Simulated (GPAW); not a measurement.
# STM contrast on W2N(OH)2 MXene monolayer, part 2 of 2

Aim: Tersoff-Hamann images of W2N(OH)2 MXene monolayer at several biases.

GPAW 26.7.0; GPAW, PAW setups; layer in a repeated cell with vacuum, relaxation of atoms and in-plane cell (the session's first sound run).

So far. Step 2 (Relaxing the atoms): The relaxation lowered the energy of the cell by 1.90 eV (energies extrapolated to zero smearing; the optimiser's log prints free energies). The largest force left on a free atom is 0.0044 eV/Å.

**3. The slab's potential (continued)**

Level of this step: GPAW, PAW setups; slab in vacuum (GPAW).

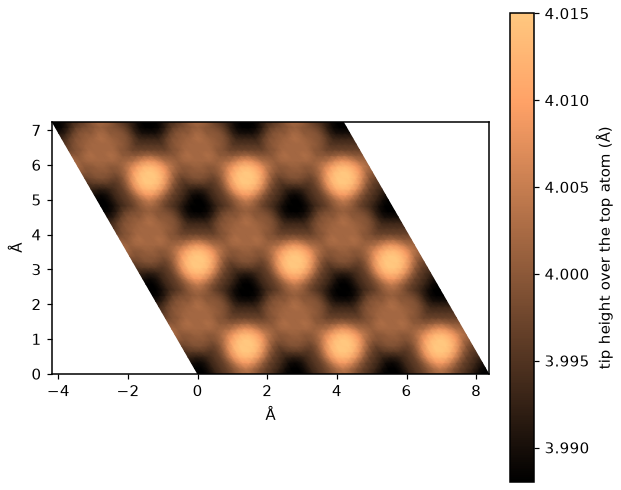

Tip height over the top atom over a1 and a2. Sample bias 2 V, constant current at the mean current 4.0 Å over the top atom. The cell is repeated, with its origin at the lower left corner.

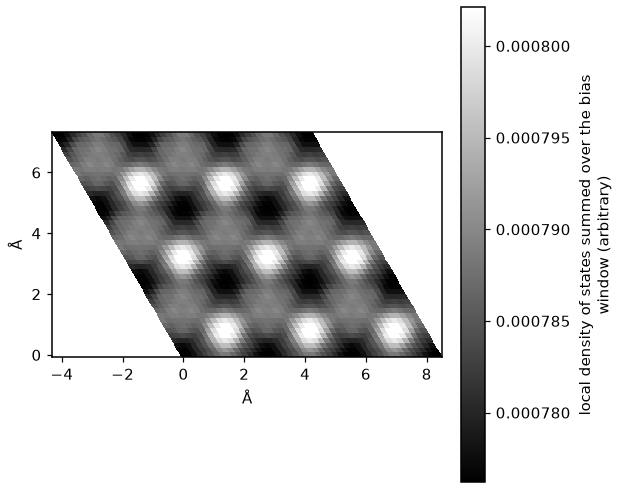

Local density of states summed over the bias window over a1 and a2. Sample bias 2 V, constant height 4.0 Å over the top atom. The cell is repeated, with its origin at the lower left corner.

Force by atom:

```tsv
atom	x (eV/Å)	y (eV/Å)	z (eV/Å)	size
H1	0.0000	0.0000	-0.0912	0.0912
O2	0.0000	0.0000	0.0976	0.0976
W3	0.0000	0.0000	-0.0361	0.0361
N4	0.0000	0.0000	0.0000	0.0000
W5	0.0000	0.0000	0.0361	0.0361
O6	0.0000	0.0000	-0.0976	0.0976
H7	0.0000	0.0000	0.0912	0.0912
```

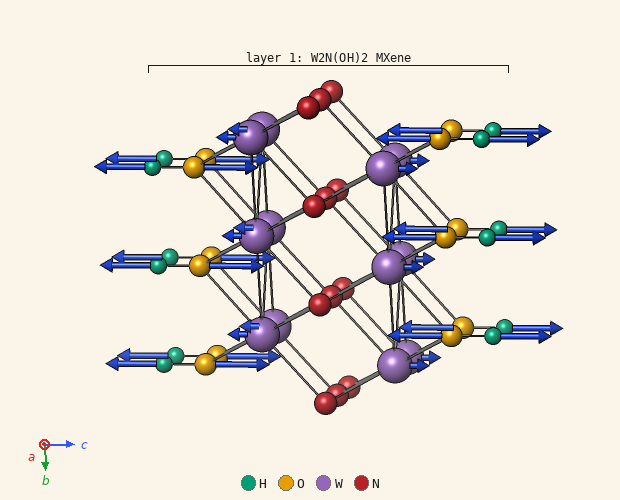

Force as arrows, the longest 0.0976 eV/Å. 2×3×1 cells are drawn. Some periodic images of atoms are drawn too.

The potential is flat to 0.003 eV/Å where it is read, so the vacuum is wide enough.

**4. A changed run**

One more run, with changed settings.

run.py

```python
import json
import numpy as np
from ase import Atoms
from gpaw import GPAW, PW

slab = Atoms(
    ['H', 'O', 'W', 'N', 'W', 'O', 'H'],
    positions=[
        [0.00000, 1.60842, 8.00000],
        [0.00000, 1.60842, 8.98694],
        [1.39293, 0.80421, 10.45243],
        [0.00000, 0.00000, 11.95038],
        [0.00000, 1.60842, 13.44832],
        [1.39293, 0.80421, 14.91381],
        [1.39293, 0.80421, 15.90074]],
    cell=[[2.78587, 0.0, 0.0], [-1.39293, 2.41263, 0.0], [0.0, 0.0, 23.9007]],
    pbc=[True, True, False])

slab.calc = GPAW(mode=PW(140), xc='PBE', kpts={'size': (12, 12, 1), 'gamma': True},
                 occupations={'name': 'fermi-dirac', 'width': 0.05}, nbands='160%',
                 convergence={'density': 1e-05}, maxiter=75,
                 poissonsolver={'dipolelayer': 'xy'},
                 symmetry={'tolerance': 1e-3}, txt='slab.txt')
result = {}
energy = slab.get_potential_energy()
fermi = slab.calc.get_fermi_level()
v = slab.calc.get_electrostatic_potential().mean((0, 1)) - fermi
n = slab.calc.get_pseudo_density().mean((0, 1))
L = slab.cell[2, 2]
z = np.arange(len(v)) * L / len(v)
low, high = slab.positions[:, 2].min(), slab.positions[:, 2].max()
below, above = np.interp([low - 5.8, high + 5.8], z, v)
slopes = [np.interp(x, z, np.gradient(v, z)) for x in (low - 5.8, high + 5.8)]
eps = np.array([[slab.calc.get_eigenvalues(k, s) for k in range(len(slab.calc.get_ibz_k_points()))]
                for s in range(slab.calc.get_number_of_spins())]) - fermi
top, bottom = eps[eps < 0].max(), eps[eps > 0].min()
dipole = slab.get_dipole_moment()[2]
print(f'energy {energy:.4f} eV, Fermi level {fermi:.4f} eV, dipole {dipole:.5f} e A')
print(f'potential 5.8 A off the faces, from the Fermi level: lower {below:.4f} eV, upper {above:.4f} eV')
print(f'slope of the potential there: lower {slopes[0]:.5f}, upper {slopes[1]:.5f} eV/A')
print(f'nearest levels on the mesh: {top:.4f} and {bottom:.4f} eV')
print('magnetic moment', round(slab.get_magnetic_moment(), 3))
result.update(energy=energy, fermi=fermi, dipole=dipole, below=below, above=above, slopes=slopes, edges=[top, bottom],
              z=z.tolist(), v=v.tolist(), n=n.tolist(), positions=slab.positions.tolist(),
              forces=slab.get_forces(apply_constraint=False).tolist(), moments=slab.get_magnetic_moments().tolist())
json.dump(result, open('result.json', 'w'))
```

Launch:

```sh
> OMP_NUM_THREADS=1 OPENBLAS_NUM_THREADS=1 python run.py
```

What it wrote:

```text
energy 54.7388 eV, Fermi level 3.0482 eV, dipole 0.00096 e A
potential 5.8 A off the faces, from the Fermi level: lower 3.1911 eV, upper 3.1671 eV
slope of the potential there: lower -0.03378, upper 0.03374 eV/A
nearest levels on the mesh: -0.0740 and 0.0250 eV
magnetic moment 0.0
```

Wall time 14 s (1 thread of Arm Neoverse V1, shared host); peak memory 0.14 GiB.

The run finished. A setting was moved off its sound value on purpose, so it serves as a test and not as the result.

The fault put into the input: a cutoff far too low (ecut = 140).

**5. What came out**

```json
{
  "work function, upper and lower face": "2.765 and 2.788 eV",
  "dipole along the normal": "9.4e-4 e Å",
  "corrugation at -1.5 V": "0.0302 Å as printed, 0.018 Å or less without short-wave noise",
  "corrugation at 2 V": "0.0281 Å"
}
```

At -1.5 V GPAW's map carries short-wave noise, which can't be real at this height: without waves under 1.5 Å it spans 0.018 Å against 0.030 Å printed. The reading below uses the filtered value, which may still be too high. In GPAW's constant-current maps the tip height varies by under 0.05 Å at every bias shown (0.028 Å at most), which is near the numerical ripple of the maps: an s-wave tip would see an almost flat surface. Negative sample bias images filled states, positive bias empty ones. The images are of Tersoff-Hamann type: an s-wave tip, no tip-sample forces, heights closer than in a microscope. The starting lattice was a guess from atomic radii; the relaxation moved it by -9 %. The small printed dipole stands for a step of -25 meV from the lower to the upper face, and the probes find -23 meV; values this small are near the numerical noise of both. The cell holds an odd number of electrons, so without spin polarisation it must come out metallic and without a moment, whatever its true state. The layer's cell and atoms come from the relaxation; spin-orbit coupling and temperature are left out.

[Logs are printed without paths, hosts, clocks, repeated set-up lines and the standing remarks that a program may print on its own settings, such as how far it seeks lower states.]

[Hosts, paths, dates, database ids (printed as entryN), source tags and the programs' standing remarks are cut or masked in the printed files.]
